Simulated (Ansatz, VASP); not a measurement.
# Cross-check of SnO2 (Cassiterite) between VASP and Ansatz, part 2 of 3

One calculation is typed for both programs; each brings its own data sets and cutoff. How far apart do they land?

VASP 6.6.1 and Ansatz 0.2.0.

So far. Step 3 (VASP: band structure, PBE): The run ends at a pressure of 10.72 GPa, with forces up to 0.10 eV/Å.

**4. Comparison**

Known differences besides the PAW data sets themselves: the cutoff is 420 eV in Ansatz and 460 eV in VASP. Total energies have different zeros and are not compared.

Both answers:

```
                     quantity  Ansatz   VASP  difference
               pressure (GPa)   10.81  10.72       +0.09
gap over the path points (eV)   1.257  1.248      +0.008
```

Forces (eV/Å; atoms numbered as in POSCAR):

```
atom         Ansatz x, y, z           VASP x, y, z
 Sn1    0.000, 0.000, 0.000    0.000, 0.000, 0.000
 Sn2    0.000, 0.000, 0.000    0.000, 0.000, 0.000
  O3   -0.061, 0.061, 0.000   -0.073, 0.073, 0.000
  O4    0.061, 0.061, 0.000    0.073, 0.073, 0.000
  O5   0.061, -0.061, 0.000   0.073, -0.073, 0.000
  O6  -0.061, -0.061, 0.000  -0.073, -0.073, 0.000
```

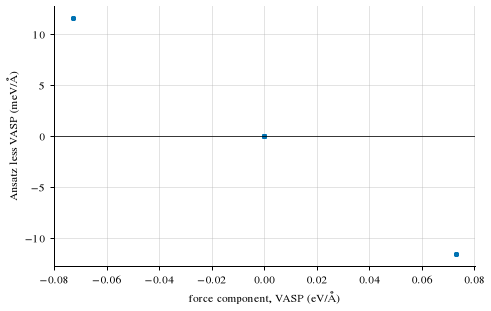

Difference of the force components against their size.

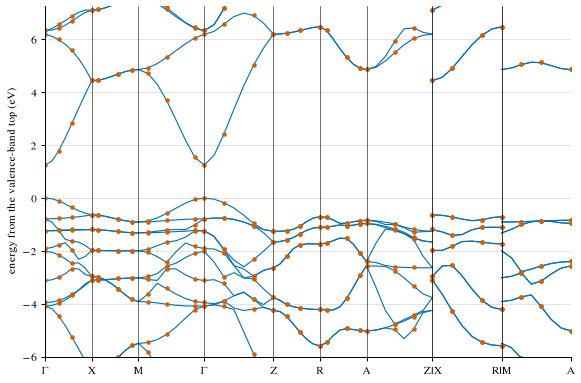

Bands from VASP (lines) and levels from Ansatz (dots). Dots without a line are higher empty bands that the VASP plot leaves out.

Levels at points of the path, from each program's valence-band top (eV; 4 filled, then empty):

```
k (reciprocal lattice)                                  Ansatz                                    VASP
     0.000 0.000 0.000   -1.23 -0.78 -0.78 0.00 1.26 6.21 6.35   -1.24 -0.79 -0.79 0.00 1.25 6.19 6.33
     0.000 0.143 0.000  -1.21 -1.20 -0.77 -0.10 1.79 6.00 6.44  -1.22 -1.21 -0.77 -0.10 1.78 5.99 6.42
     0.000 0.286 0.000  -1.21 -1.19 -0.73 -0.35 2.83 5.59 6.71  -1.22 -1.20 -0.73 -0.36 2.82 5.58 6.69
     0.000 0.500 0.000  -1.19 -1.19 -0.63 -0.63 4.45 4.45 7.13  -1.20 -1.20 -0.63 -0.63 4.44 4.44 7.11
     0.071 0.500 0.000  -1.19 -1.19 -0.64 -0.64 4.47 4.47 7.15  -1.20 -1.20 -0.65 -0.65 4.46 4.46 7.13
     0.286 0.500 0.000  -1.26 -1.26 -0.80 -0.80 4.71 4.71 7.39  -1.27 -1.27 -0.81 -0.81 4.70 4.70 7.38
     0.429 0.500 0.000  -1.30 -1.30 -0.89 -0.89 4.85 4.85 7.53  -1.31 -1.31 -0.89 -0.89 4.84 4.84 7.52
     0.429 0.429 0.000  -1.30 -1.29 -0.90 -0.86 4.73 4.93 7.50  -1.31 -1.30 -0.90 -0.86 4.72 4.92 7.49
     0.286 0.286 0.000  -1.28 -1.20 -0.85 -0.58 3.70 5.33 7.14  -1.29 -1.21 -0.85 -0.58 3.69 5.32 7.12
     0.071 0.071 0.000  -1.21 -1.00 -0.78 -0.05 1.55 6.07 6.43  -1.22 -1.01 -0.79 -0.05 1.54 6.06 6.42
```

The forces differ by 7.7 meV/Å r.m.s., which is 15.9 % of the r.m.s. force of 0.05 eV/Å (both taken over all components). Among the levels compared (up to four filled and three empty ones at each point), filled levels agree within 9 meV and empty ones within 19 meV. Ansatz's pressure holds a Pulay correction of 0.85 GPa; VASP's holds none.

**5. Looking for the cause**

An all-electron run, which needs no data sets, serves as referee.

```csv
run,difference in gap over the path points (eV)
as above,0.0085
Ansatz's all-electron LAPW method,0.012
```

**6. Ansatz: band structure, r2SCAN**

The same path points are solved in both programs, so levels can be compared one by one.

Input file input.yaml:

```yaml
crystal:
  lattice:
    - [4.738, 0.0, 0.0]
    - [0.0, 4.738, 0.0]
    - [0.0, 0.0, 3.1865]
  atoms:
    - { symbol: Sn, position: [0.5, 0.5, 0.5] }
    - { symbol: Sn, position: [0.0, 0.0, 0.0] }
    - { symbol: O, position: [0.8059385347, 0.1940614653, 0.5] }
    - { symbol: O, position: [0.6940614653, 0.6940614653, 0.0] }
    - { symbol: O, position: [0.1940614653, 0.8059385347, 0.5] }
    - { symbol: O, position: [0.3059385347, 0.3059385347, 0.0] }
hamiltonian:
  xc: r2scan
  pseudopotentials: { kind: paw }
kpoints:
  mp_grid: { grid: [6, 6, 6] }
  band_path:
    path:
      - [0.0, 0.0, 0.0]
      - [0.0, 0.14286, 0.0]
      - [0.0, 0.28571, 0.0]
      - [0.0, 0.5, 0.0]
      - [0.07143, 0.5, 0.0]
      - [0.28571, 0.5, 0.0]
      - [0.42857, 0.5, 0.0]
      - [0.42857, 0.42857, 0.0]
      - [0.28571, 0.28571, 0.0]
      - [0.07143, 0.07143, 0.0]
      - [0.0, 0.0, 0.0]
      - [0.0, 0.0, 0.14286]
      - [0.0, 0.0, 0.35714]
      - [0.0, 0.0, 0.5]
      - [0.0, 0.14286, 0.5]
      - [0.0, 0.28571, 0.5]
      - [0.0, 0.5, 0.5]
      - [0.07143, 0.5, 0.5]
      - [0.28571, 0.5, 0.5]
      - [0.42857, 0.5, 0.5]
      - [0.5, 0.5, 0.5]
      - [0.28571, 0.28571, 0.5]
      - [0.14286, 0.14286, 0.5]
      - [0.0, 0.5, 0.0]
      - [0.0, 0.5, 0.14286]
      - [0.0, 0.5, 0.35714]
      - [0.0, 0.5, 0.5]
      - [0.5, 0.5, 0.14286]
      - [0.5, 0.5, 0.28571]
      - [0.5, 0.5, 0.5]
    npoints: 1
scf:
  occupations: { method: gaussian, width: 0.03 }
  n_extra_bands: 9
output:
  forces: true
  stress: true
  eigenvalues: true
```

Started as:

```console
> ansatz run input.yaml --threads 4 --pin off --max-ram 9216MiB --backend cpu --events-out ev --progress --plain --runs-dir out
```

Numbers of over 12 decimals in the logs are rounded to 6 here.

Log:

```text
[...]
Crystal: 6 atoms, lattice volume = 71.533 Å³
Basis set: ecut = 500 eV, 1835 PW (Γ), exchange–correlation on 144×144×96 points (64 copies of the dense FFT grid, shifted against one another)
Bands: 35, of which v1, the nominal top of the filled ones, is band 26 counted from 1 (25 counted from 0)
Symmetry: 16 space group operations
[...]
k-points: 40 of 216
[...]
k-point 0: bands = [... 22 lower, 7.8885, 8.3054, 8.3054, 9.0844, 11.0181, 16.0363, 16.2155, 16.2155, ... 5 higher]
  k-point 1: bands = [... 22 lower, 6.9918, 8.3251, 8.3251, 8.8479, 12.4792, 16.5687, 17.3295, 17.3295, ... 5 higher]
  k-point 2: bands = [... 22 lower, 6.6187, 8.0808, 8.0808, 8.2137, 14.6160, 16.8998, 18.7837, 19.4142, ... 5 higher]
  k-point 39: bands = [... 22 lower, 8.1214, 8.1214, 8.2193, 8.2193, 14.7486, 14.7486, 18.8081, 18.8081, ... 5 higher]
[key lines of the parts left out:]
SCF converged after 7 iterations
Free energy (F): -14352.418333 eV
Fermi energy:    10.051261 eV
P = ⅓ Tr σ = 3.0595 GPa (30.595 kbar)
```

The job ended after 3.6 s (4 threads of Intel Xeon at 2.60GHz (Ice Lake), shared host; peak memory 0.61 GiB; 13 s of CPU time).

**7. VASP: band structure, r2SCAN**

The same cell, functional, mesh and smearing now go to VASP, with its own data sets and cutoff.

Input file INCAR:

```
SYSTEM = SnO2
PREC = Accurate
ENCUT = 460
EDIFF = 1E-06
NELM = 100
ISMEAR = 0
SIGMA = 0.03
LREAL = .FALSE.
ALGO = Normal
METAGGA = R2SCAN
LASPH = .TRUE.
NBANDS = 42
LORBIT = 11
LWAVE = .FALSE.
LCHARG = .FALSE.
KPAR = 8
```

Input file POSCAR:

```
SnO2
1.0
    4.7380000000      0.0000000000      0.0000000000
    0.0000000000      4.7380000000      0.0000000000
    0.0000000000      0.0000000000      3.1865000000
Sn O
2 4
Direct
    0.5000000000      0.5000000000      0.5000000000
    0.0000000000      0.0000000000      0.0000000000
    0.8059385347      0.1940614653      0.5000000000
    0.6940614653      0.6940614653      0.0000000000
    0.1940614653      0.8059385347      0.5000000000
    0.3059385347      0.3059385347      0.0000000000
```

Input file KPOINTS:

```
Automatic mesh
0
Gamma
6 6 6
0 0 0
```

Input file KPOINTS_OPT:

```
Line mode
8
Line-mode
Reciprocal
  0.00000000   0.00000000   0.00000000 GAMMA
  0.00000000   0.50000000   0.00000000 X

  0.00000000   0.50000000   0.00000000 X
  0.50000000   0.50000000   0.00000000 M

  0.50000000   0.50000000   0.00000000 M
  0.00000000   0.00000000   0.00000000 GAMMA

  0.00000000   0.00000000   0.00000000 GAMMA
  0.00000000   0.00000000   0.50000000 Z

  0.00000000   0.00000000   0.50000000 Z
  0.00000000   0.50000000   0.50000000 R

  0.00000000   0.50000000   0.50000000 R
  0.50000000   0.50000000   0.50000000 A

  0.50000000   0.50000000   0.50000000 A
  0.00000000   0.00000000   0.50000000 Z

  0.00000000   0.50000000   0.00000000 X
  0.00000000   0.50000000   0.50000000 R

  0.50000000   0.50000000   0.00000000 M
  0.50000000   0.50000000   0.50000000 A
```

The projector-augmented-wave data sets are Sn_d and O (PBE family, release 64).

Started as:

```console
> mpirun -np 8 vasp_std
```

Log:

```text
[banner, memory and clock lines left out]
running    8 mpi-ranks, on    1 nodes
[...]
[... a notice as in an earlier step ...]

|                                                                             |
|               ----> ADVICE to this user running VASP <----                  |
|                                                                             |
|     You enforced a specific xc type in the INCAR file but a different       |
|     [... a line on the potential file left out ...]
|     I HOPE YOU KNOW WHAT YOU ARE DOING!                                     |
|                                                                             |

 LDA part: xc-table for (None), standard interpolation
 POSCAR, INCAR and KPOINTS ok, starting setup
[...]
entering main loop
       N       E                     dE             d eps       ncg     rms          rms(c)
DAV:   1     0.536977983270E+03    0.53698E+03   -0.22994E+04  3976   0.183E+03
DAV:   2    -0.608007845291E+01   -0.54306E+03   -0.50179E+03  3488   0.537E+02
[...]
DAV:  15    -0.846246683150E+02   -0.49516E-06   -0.14082E-06  2610   0.706E-03
   1 F= -.84624668E+02 E0= -.84624668E+02  d E =-.389309E-15
 Start KPOINTS_OPT (optional k-point list driver)
k-point batch [1-40\72]
       N       E                     dE             ncg
DAV:   1     0.121188391827E+05   -0.25721E+05     4050
DAV:   2    -0.926862442325E+04   -0.21387E+05     3440
DAV:   3    -0.128788350701E+05   -0.36102E+04     3914
DAV:   4    -0.130431968192E+05   -0.16436E+03     3754
DAV:   5    -0.130473256123E+05   -0.41288E+01     4708
DAV:   6    -0.130474349874E+05   -0.10938E+00     3982
DAV:   7    -0.130474422577E+05   -0.72703E-02     5062
DAV:   8    -0.130474422910E+05   -0.33325E-04     3574
DAV:   9    -0.130474422916E+05   -0.54965E-06     2510
k-point batch [41-72\72]
       N       E                     dE             ncg
DAV:   1     0.239276735339E+05   -0.44098E+05     3254
DAV:   2     0.691228035219E+04   -0.17015E+05     2752
DAV:   3     0.397139462676E+04   -0.29409E+04     3104
DAV:   4     0.383342545408E+04   -0.13797E+03     3000
DAV:   5     0.382989779758E+04   -0.35277E+01     3656
DAV:   6     0.382980331731E+04   -0.94480E-01     3150
DAV:   7     0.382979662264E+04   -0.66947E-02     3972
DAV:   8     0.382979659341E+04   -0.29237E-04     2800
DAV:   9     0.382979659292E+04   -0.48981E-06     2046
```

Parts of OUTCAR (step 7):

```text
  Total        1.3446189      1.3446189      1.9891048     -0.0000000      0.0000000      0.0000000
  in kB       30.1165880     30.1165880     44.5516932     -0.0000000      0.0000000      0.0000000
  external PRESSURE =      34.9282898 kB  Pullay stress =       0.0000000 kB

 POSITION                                       TOTAL-FORCE (eV/Angst)
 -----------------------------------------------------------------------------------
      2.36900      2.36900      1.59325         0.000000      0.000000      0.000000
      0.00000      0.00000      0.00000         0.000000      0.000000      0.000000
      3.81854      0.91946      1.59325        -0.057818      0.057818     -0.000000
      3.28846      3.28846      0.00000         0.057818      0.057818     -0.000000
      0.91946      3.81854      1.59325         0.057818     -0.057818      0.000000
      1.44954      1.44954      0.00000        -0.057818     -0.057818      0.000000
 -----------------------------------------------------------------------------------
    total drift:                                0.000000      0.000000      0.000000

  FREE ENERGIE OF THE ION-ELECTRON SYSTEM (eV)
  ---------------------------------------------------
  free  energy   TOTEN  =       -84.6246683150 eV

  energy  without entropy=      -84.6246683150  energy(sigma->0) =      -84.62466832

[... 2 parts as in an earlier step ...]

[... 1 further part left out ...]
[key lines of the parts left out:]
E-fermi :   5.8693
```

The run ends at a pressure of 3.49 GPa, with forces up to 0.082 eV/Å.

**8. Side by side**

What differs besides the data sets and the points named for the pairs above, as far as they apply: VASP keeps PBE cores, Ansatz makes them for the functional; the cutoff is 500 eV in Ansatz and 460 eV in VASP. Total energies have different zeros and are not compared.

The two programs side by side:

```
                     quantity  Ansatz   VASP  difference
               pressure (GPa)    3.06   3.49       -0.43
gap over the path points (eV)   1.934  1.962      -0.029
```

Forces (eV/Å; atoms numbered as in POSCAR):

```csv
atom,"Ansatz x, y, z","VASP x, y, z"
Sn1,"0.000, 0.000, 0.000","0.000, 0.000, 0.000"
Sn2,"0.000, 0.000, 0.000","0.000, 0.000, 0.000"
O3,"-0.038, 0.038, 0.000","-0.058, 0.058, 0.000"
O4,"0.038, 0.038, 0.000","0.058, 0.058, 0.000"
O5,"0.038, -0.038, 0.000","0.058, -0.058, 0.000"
O6,"-0.038, -0.038, 0.000","-0.058, -0.058, 0.000"
```

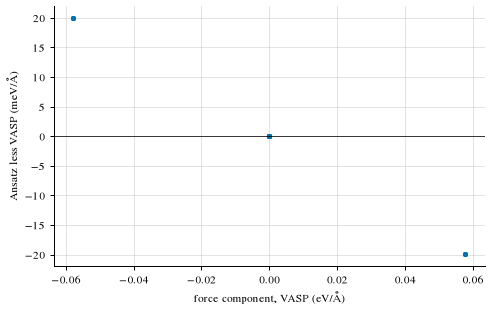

Difference of the force components against their size.

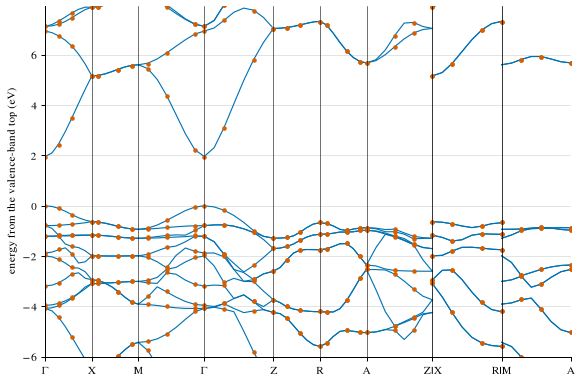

Bands from VASP (lines) and levels from Ansatz (dots). Dots without a line are higher empty bands that the VASP plot leaves out.

Levels at points of the path, from each program's valence-band top (eV; 4 filled, then empty):

| k (reciprocal lattice) | Ansatz | VASP |
| --- | --- | --- |
| 0.000 0.000 0.000 | -1.20 -0.78 -0.78 0.00 1.93 6.95 7.13 | -1.21 -0.79 -0.79 0.00 1.96 6.95 7.13 |
| 0.000 0.143 0.000 | -1.18 -1.17 -0.76 -0.10 2.43 6.75 7.21 | -1.19 -1.17 -0.78 -0.10 2.46 6.75 7.22 |
| 0.000 0.286 0.000 | -1.18 -1.15 -0.72 -0.35 3.48 6.34 7.48 | -1.19 -1.17 -0.73 -0.35 3.50 6.35 7.48 |
| 0.000 0.500 0.000 | -1.15 -1.15 -0.63 -0.63 5.14 5.14 7.89 | -1.17 -1.17 -0.63 -0.63 5.16 5.16 7.89 |
| 0.071 0.500 0.000 | -1.16 -1.16 -0.64 -0.64 5.17 5.17 7.92 | -1.17 -1.17 -0.65 -0.65 5.18 5.18 7.92 |
| 0.286 0.500 0.000 | -1.23 -1.23 -0.82 -0.82 5.42 5.42 8.17 | -1.24 -1.24 -0.82 -0.82 5.43 5.43 8.17 |
| 0.429 0.500 0.000 | -1.27 -1.27 -0.92 -0.92 5.57 5.57 8.30 | -1.29 -1.29 -0.92 -0.92 5.58 5.58 8.31 |
| 0.429 0.429 0.000 | -1.27 -1.25 -0.92 -0.89 5.44 5.66 8.28 | -1.29 -1.27 -0.93 -0.89 5.45 5.67 8.28 |
| 0.286 0.286 0.000 | -1.25 -1.16 -0.86 -0.58 4.37 6.07 7.91 | -1.26 -1.18 -0.87 -0.59 4.39 6.08 7.91 |
| 0.071 0.071 0.000 | -1.18 -0.98 -0.78 -0.05 2.20 6.83 7.21 | -1.20 -0.99 -0.80 -0.05 2.23 6.83 7.21 |

The forces differ by 13 meV/Å r.m.s., which is 34.5 % of the r.m.s. force of 0.04 eV/Å (both taken over all components). Among the levels compared (up to four filled and three empty ones at each point), filled levels agree within 17 meV and empty ones within 29 meV. Ansatz's pressure holds a Pulay correction of 0.08 GPa; VASP's holds none.

**9. What moves the difference**

The difference is large enough to ask for its cause, so further runs change the set-up of one program at a time, as the table lists.

```
                                        run  r.m.s. force difference (meV/Å)
                                   as above                               13
         cores kept as stored, as VASP does                               13
          Ansatz's all-electron LAPW method                               14
    Ansatz's larger PAW set (cutoff 900 eV)                               13
norm-conserving potentials (cutoff 1290 eV)                               17
```

**10. VASP: band structure, r2SCAN, spin-orbit coupling**

Levels along a path test the potential and the projectors away from the mesh points.

INCAR: that of step 7 with these lines changed.

```diff
@@ -11,3 +11,7 @@
 LASPH = .TRUE.
-NBANDS = 42
+LNONCOLLINEAR = .TRUE.
+MAGMOM = 0 0 0 0 0 0 0 0 0 0 0 0 0 0 0 0 0 0
+NBANDS = 64
+GGA_COMPAT = .FALSE.
+LSORBIT = .TRUE.
 LORBIT = 11
```

POSCAR is that of step 7.

KPOINTS is that of step 7.

KPOINTS_OPT is that of step 7.

Started as:

```console
> mpirun -np 8 vasp_ncl
```

Log:

```text
[banner, memory and clock lines left out]
running    8 mpi-ranks, on    1 nodes
[...]
[... a notice as in an earlier step ...]

 [... a notice as in an earlier step ...]

 LDA part: xc-table for (None), standard interpolation
 POSCAR, INCAR and KPOINTS ok, starting setup
[...]
entering main loop
       N       E                     dE             d eps       ncg     rms          rms(c)
DAV:   1     0.724117461129E+03    0.72412E+03   -0.22780E+04  5904   0.244E+03
DAV:   2     0.599574650936E+02   -0.66416E+03   -0.63086E+03  5464   0.766E+02
DAV:   3    -0.907299068440E+02   -0.15069E+03   -0.14731E+03  5496   0.275E+02
DAV:   4    -0.103064602658E+03   -0.12335E+02   -0.12207E+02  6296   0.878E+01
[...]
DAV:  16    -0.846928310371E+02   -0.22722E-05   -0.50026E-07  3400   0.797E-03    0.171E-02
DAV:  17    -0.846928298223E+02    0.12148E-05   -0.28533E-06  4680   0.138E-02    0.811E-03
DAV:  18    -0.846928296486E+02    0.17371E-06   -0.67215E-07  3192   0.658E-03
   1 F= -.84692830E+02 E0= -.84692830E+02  d E =-.525117E-14  mag=    -0.0000     0.0000    -0.0000
 Start KPOINTS_OPT (optional k-point list driver)
k-point batch [1-40\72]
       N       E                     dE             ncg
DAV:   1     0.199470837271E+05   -0.13877E+05     5984
DAV:   2    -0.674467341004E+04   -0.26692E+05     5440
DAV:   3    -0.125842537049E+05   -0.58396E+04     5600
DAV:   4    -0.130358928539E+05   -0.45164E+03     6112
[...]
DAV:   8    -0.130499122640E+05   -0.28063E-03     7752
DAV:   9    -0.130499122671E+05   -0.30474E-05     4400
DAV:  10    -0.130499122675E+05   -0.40374E-06     3912
k-point batch [41-72\72]
       N       E                     dE             ncg
DAV:   1     0.291748513424E+05   -0.36058E+05     4808
DAV:   2     0.820394923858E+04   -0.20971E+05     4320
DAV:   3     0.357525544900E+04   -0.46287E+04     4336
DAV:   4     0.321420202842E+04   -0.36105E+03     5112
[...]
DAV:   8     0.320325740275E+04   -0.25274E-03     6264
DAV:   9     0.320325740013E+04   -0.26193E-05     3576
DAV:  10     0.320325739979E+04   -0.34357E-06     3184
```

OUTCAR, selected parts (step 10):

```text
  Total        1.3148040      1.3148040      1.9547757     -0.0000000      0.0000000      0.0000000
  in kB       29.4487977     29.4487977     43.7827947     -0.0000000      0.0000000      0.0000000
  external PRESSURE =      34.2267967 kB  Pullay stress =       0.0000000 kB

 POSITION                                       TOTAL-FORCE (eV/Angst)
 -----------------------------------------------------------------------------------
      2.36900      2.36900      1.59325         0.000000     -0.000000     -0.000000
      0.00000      0.00000      0.00000         0.000000     -0.000000     -0.000000
      3.81854      0.91946      1.59325        -0.056992      0.056992     -0.000000
      3.28846      3.28846      0.00000         0.056992      0.056992     -0.000000
      0.91946      3.81854      1.59325         0.056992     -0.056992     -0.000000
      1.44954      1.44954      0.00000        -0.056992     -0.056992      0.000000
 -----------------------------------------------------------------------------------
    total drift:                                0.000000      0.000000      0.000000

  FREE ENERGIE OF THE ION-ELECTRON SYSTEM (eV)
  ---------------------------------------------------
  free  energy   TOTEN  =       -84.6928296486 eV

  energy  without entropy=      -84.6928296486  energy(sigma->0) =      -84.69282965

 magnetization (x)
# of ion       s       p       d       tot
------------------------------------------
    1        0.000   0.000   0.000   0.000
    2        0.000   0.000   0.000   0.000
    3        0.000   0.000   0.000   0.000
    4        0.000   0.000   0.000   0.000
    5        0.000   0.000   0.000   0.000
    6        0.000   0.000   0.000   0.000
--------------------------------------------------
tot          0.000   0.000   0.000   0.000

 magnetization (y)
# of ion       s       p       d       tot
------------------------------------------
    1        0.000   0.000   0.000   0.000
    2        0.000   0.000   0.000   0.000
    3        0.000   0.000   0.000   0.000
    4        0.000   0.000   0.000   0.000
    5        0.000   0.000   0.000   0.000
    6        0.000   0.000   0.000   0.000
--------------------------------------------------
tot          0.000   0.000   0.000   0.000

 magnetization (z)
# of ion       s       p       d       tot
------------------------------------------
    1       -0.000  -0.000   0.000  -0.000
    2       -0.000  -0.000   0.000  -0.000
    3        0.000   0.000   0.000   0.000
    4        0.000   0.000   0.000   0.000
    5        0.000   0.000   0.000   0.000
    6        0.000   0.000   0.000   0.000
--------------------------------------------------
tot         -0.000  -0.000   0.000  -0.000

[... 1 part as in an earlier step ...]

[... 2 further parts left out ...]
[key lines of the parts left out:]
E-fermi :   5.8593
```

The run ends at a pressure of 3.42 GPa, with forces up to 0.081 eV/Å.

(Continued in part 3 of 3.)

[Lines on the potential files, build, host, timing and source positions are cut from VASP's logs without a mark.]

[Logs are printed without paths, hosts, clocks, repeated set-up lines and the standing remarks that a program may print on its own settings, such as how far it seeks lower states.]

[Hosts, paths, dates, database ids (printed as entryN), source tags and the programs' standing remarks are cut or masked in the printed files.]
